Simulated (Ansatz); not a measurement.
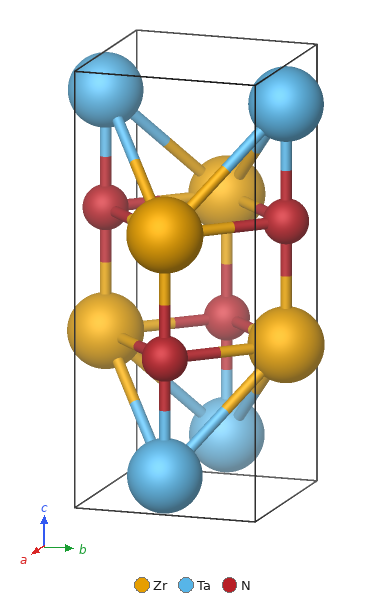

View slightly off an axis, drawn as a ball-and-stick model. One conventional unit cell is outlined, and atoms on its boundary appear in each equivalent place.

ZrTaN, space group P4/nmm (No. 129), a = 3.340 Å, b = 3.340 Å, c = 7.851 Å, α = 90.00°, β = 90.00°, γ = 90.00°. Source of the structure: a structure type filled with these elements by a generator (whether the compound takes this form wasn't checked). Earlier steps of the study, as a rule a relaxation of our own, may have changed the cell and positions, so they can lie some per cent off the listed ones. An electronic-structure calculation with Ansatz was run on it.

This one geometry was computed with Ansatz (DFT, plane waves, PAW) at three levels of theory: PBE, r2SCAN and PBEsol.

Which level gives the highest pressure at this volume, and what does that say about its equilibrium volume?

Highest: PBE (0.0 GPa), which points to the largest equilibrium volume. Lowest, with the smallest volume: PBEsol (-6.6 GPa). Levels within 0.5 GPa of each other can't be told apart.

How does the band gap change with the level of theory?

All levels give a metal.

Collect the results in a table.

| level | cutoff (eV) | k-mesh of the run's cell | gap (eV) | pressure (GPa) |
| --- | --- | --- | --- | --- |
| PBE | 420 | 12×12×6 | metal | 0.0 |
| r2SCAN | 500 | 12×12×6 | metal | -2.0 |
| PBEsol | 420 | 12×12×6 | metal | -6.6 |

Gaps are taken on the k-mesh or band path of each run.
